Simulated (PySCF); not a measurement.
# C₄H₅F₃O₂Si (SMILES FC(F)=C(F)[SiH]1OCCO1): what the fields show

```csv
atom,x (Å),y (Å),z (Å)
F,-1.4194,0.8556,-1.5321
C,-2.2921,0.7328,-0.5626
F,-3.4814,1.1118,-0.9320
C,-1.9613,0.2640,0.6460
F,-2.9349,0.1651,1.5664
Si,-0.2285,-0.2523,1.1202
O,0.4240,-1.4792,0.1906
C,1.3587,-0.9324,-0.7236
C,1.9036,0.3589,-0.0973
O,0.8554,0.9339,0.6620
H,-0.2549,-0.6122,2.5569
H,0.8577,-0.7167,-1.6845
H,2.1593,-1.6644,-0.9108
H,2.7656,0.1422,0.5602
H,2.2329,1.0747,-0.8664
```

Geometry: PBE0-D3(BJ)/def2-SVP.

All numbers below come from PySCF, CAM-B3LYP/def2-SVPD, SCF density, gas phase.

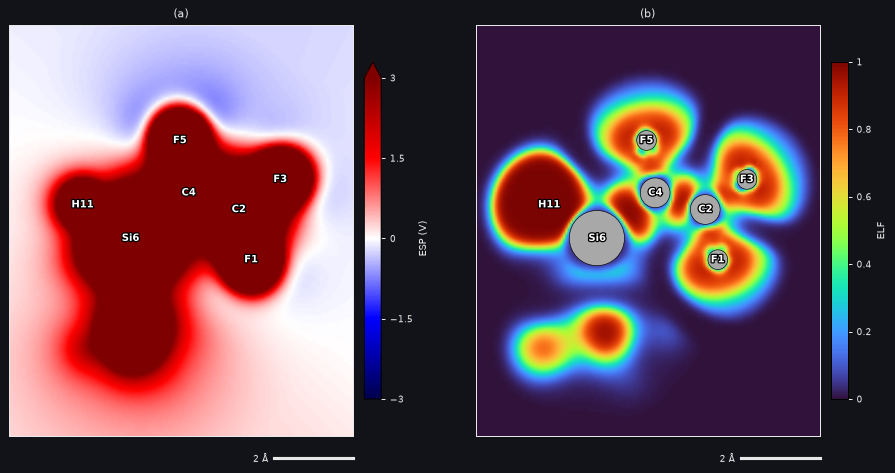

Figure 1. (a) molecular electrostatic potential; (b) ELF on the plane of atoms C2, C4 and F5. Grey discs cover the atomic cores in the ELF map.

**Describe what can be read from this map.**

- The plane passes through F, C, Si and H nuclei.
- C–F (1.30 Å): the ELF peaks at about 0.85 between the atoms: a polar covalent bond.
- C–C (1.34 Å): the ELF peaks at about 0.95 between the atoms; a multiple bond.
- C–Si (1.87 Å): the ELF peaks at about 1 between the atoms (localised, covalent bonding).
- C–F (1.34 Å): the ELF peaks at about 0.85 between the atoms (a polar covalent bond).
- The ELF also peaks beside F1, F3 and F5, away from the bonds: lone-pair regions.
- Outside the dense part of the molecule the potential is most negative (−0.7 V) near F5.

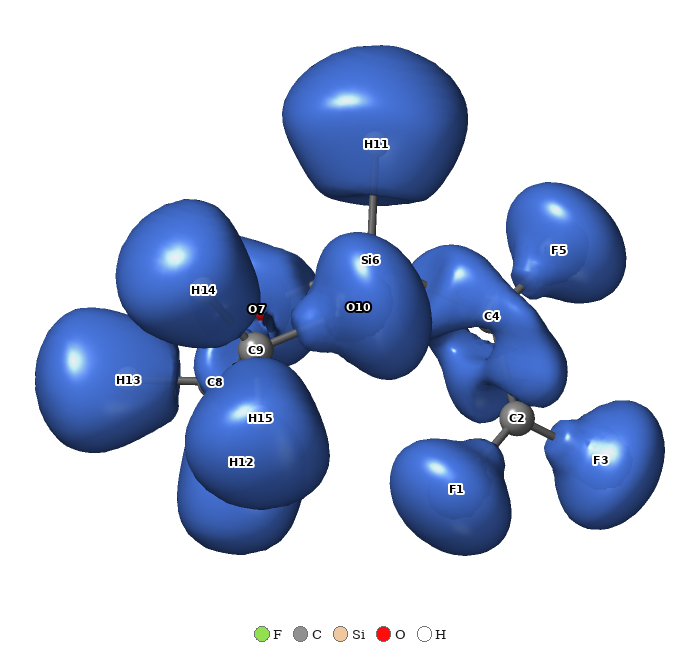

Figure 2. Isosurface of the electron localisation function at 0.75 (blue), seen at a tilt. Core shells and regions of very low density are left out.

**Identify the bonds, lone pairs and shells in this picture.**

The ELF exceeds this value in one region between bonded C–C atoms (shared pairs), five regions around hydrogen nuclei, one region on C in which the atom's valence shell and bonds are merged, three regions on F in which the atom's valence shell and bonds are merged and two regions on O in which the atom's valence shell and bonds are merged.

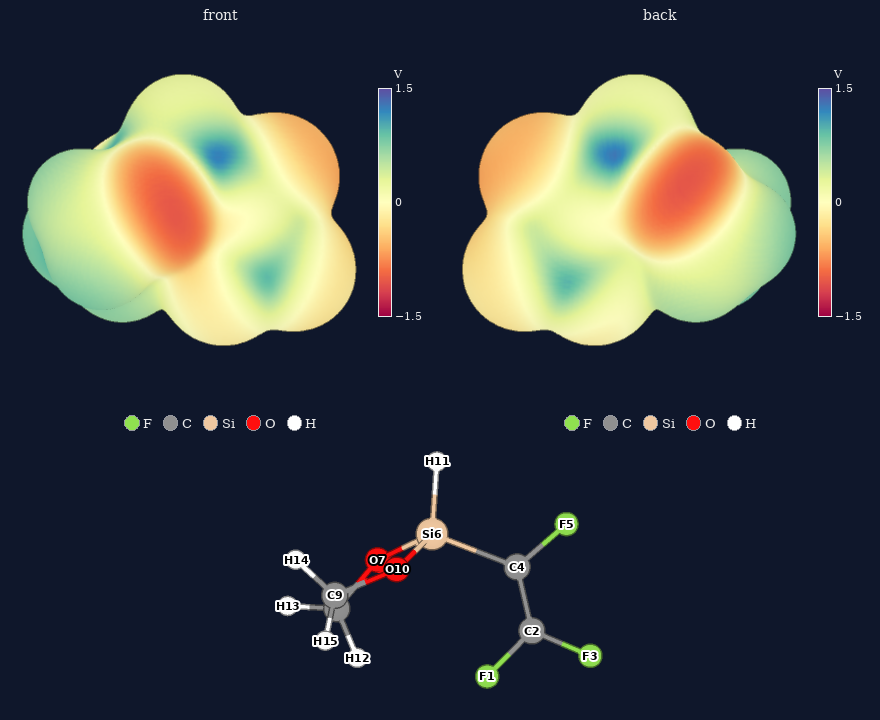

Figure 3. The molecular electrostatic potential painted on the density surface at 0.001 e/bohr³, seen from the front and from behind; the colour scale runs from red (negative) to blue (positive). The bare structure is drawn below in the same view.

**Where is the surface potential most negative and most positive?**

The most negative region (about −1.0 V) lies over O7 and O10, the most positive (about +1.2 V) over Si6.

**What dipole moment does the calculation give?**

Its dipole moment is 2.24 D.
